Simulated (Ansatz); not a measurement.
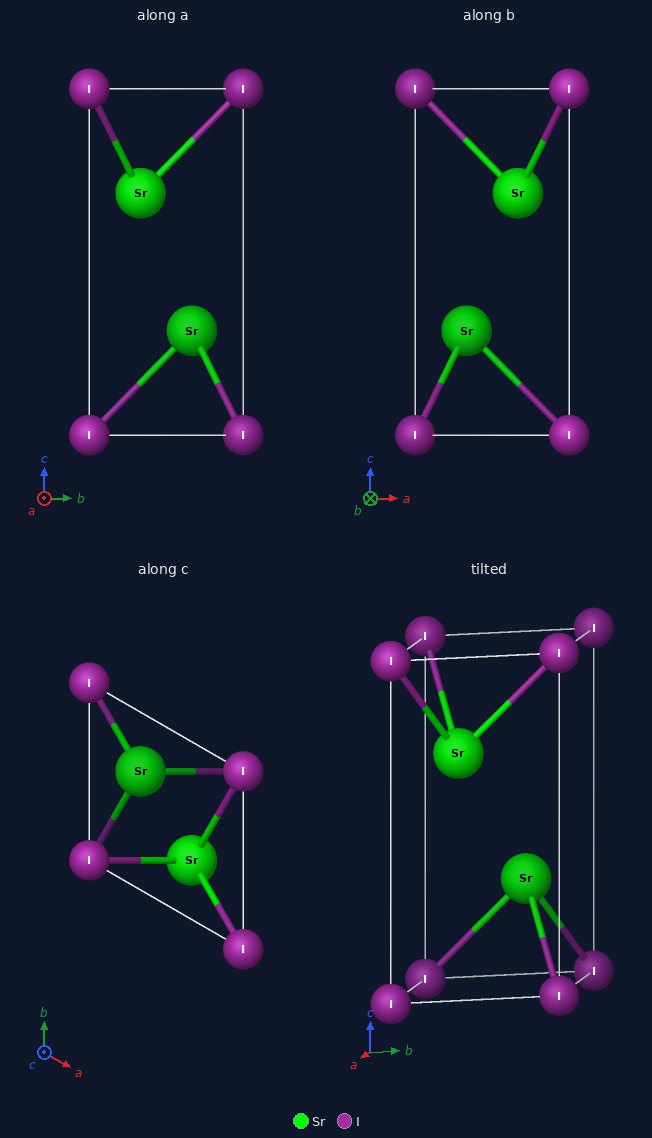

Ball-and-stick representation of a periodic structure, projected along the a axis, along the b axis, along the c axis and slightly off an axis. The conventional unit cell is drawn as a box.

Lattice parameters: a = 4.3350 Å, b = 4.3350 Å, c = 8.4472 Å, α = 90.000°, β = 90.000°, γ = 120.000°.

Q: Express the structure as a CIF in P1 with every atom of the cell, with free fractional coordinates to two decimals.

A:
```cif
data_structure
_symmetry_space_group_name_H-M 'P 1'
_symmetry_Int_Tables_number 1
_cell_length_a 4.3350
_cell_length_b 4.3350
_cell_length_c 8.4472
_cell_angle_alpha 90.000
_cell_angle_beta 90.000
_cell_angle_gamma 120.000
_cell_volume 137.47
loop_
_atom_site_label
_atom_site_type_symbol
_atom_site_fract_x
_atom_site_fract_y
_atom_site_fract_z
_atom_site_occupancy
Sr1 Sr 0.3333 0.6667 0.30 1
Sr2 Sr 0.6667 0.3333 0.70 1
I1 I 0.00 0.00 0.00 1
```

The structure comes from a structure type filled with these elements by a generator (whether the compound takes this form wasn't checked). Earlier steps of the study may have refined or changed the cell and positions. It went into a calculation with Ansatz.
